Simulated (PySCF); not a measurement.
SMILES CO[Si]([O])(OC)OC (C3H9O4Si), doublet at its GFN2-xTB optimised geometry (Å):

```
17

C      1.0451    -1.9513     0.1780
O      0.2273    -0.8506     0.0000
Si    -1.4239    -0.8506     0.0000
O     -2.0824    -1.6847    -1.1390
O     -1.8079     0.7553     0.0000
C     -1.5109     1.6672    -0.9962
O     -1.8075    -1.3365     1.5309
C     -3.0682    -1.3301     2.0987
H      0.9185    -2.6546    -0.6537
H      2.0824    -1.6080     0.1903
H      0.8032    -2.4788     1.1042
H     -0.4411     1.6751    -1.2197
H     -2.0463     1.4082    -1.9173
H     -1.8422     2.6546    -0.6653
H     -3.5251    -0.3391     2.0375
H     -2.9756    -1.6476     3.1401
H     -3.7225    -2.0363     1.5738
```

Method: PySCF with unrestricted PBE0/def2-SVP. Cells within 0.4 Å of a nucleus heavier than hydrogen are left out (blank, or x).

Map of the log10 of the electron density (e/bohr³), floored at −4 on the plane z = 1.2 Å:

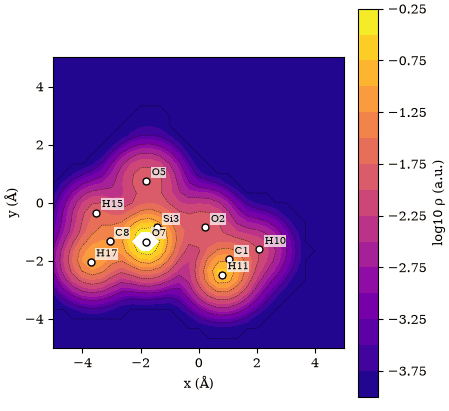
*Log10 of the electron density (e/bohr³), floored at −4 on the plane z = 1.2 Å.*
